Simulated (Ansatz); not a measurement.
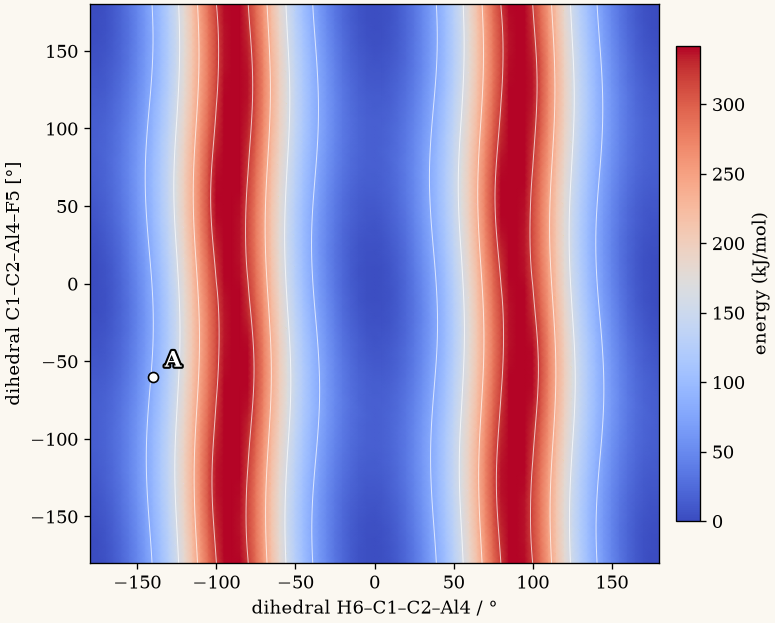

C₂H₃AlClF, SMILES C=[C](Cl)[AlH][F]. 
- The first coordinate is: dihedral H6–C1–C2–Al4; the second: dihedral C1–C2–Al4–F5.
- Nothing is relaxed (all other coordinates rigid).
- The scan uses an 18 × 18 grid; 228 points were computed and 96 follow by symmetry.
- Energies are in kJ/mol, from the lowest grid point.
- The dihedral twists a double bond; near 90° a spin-restricted reference is unreliable.
- Level of theory: RHF/def2-TZVP (Ansatz 0.2.0).

In the figure: a smooth colour map with a few white contour lines, the point A. Between grid points the surface is interpolated.

**Is A at rest? If not, where is it pushed?**

A, at dihedral H6–C1–C2–Al4 = −140°, dihedral C1–C2–Al4–F5 = −60°, is not a stationary point. The computed force is 3.9 kJ/mol for each degree towards smaller values of dihedral H6–C1–C2–Al4 and 0.28 kJ/mol for each degree towards larger values of dihedral C1–C2–Al4–F5.
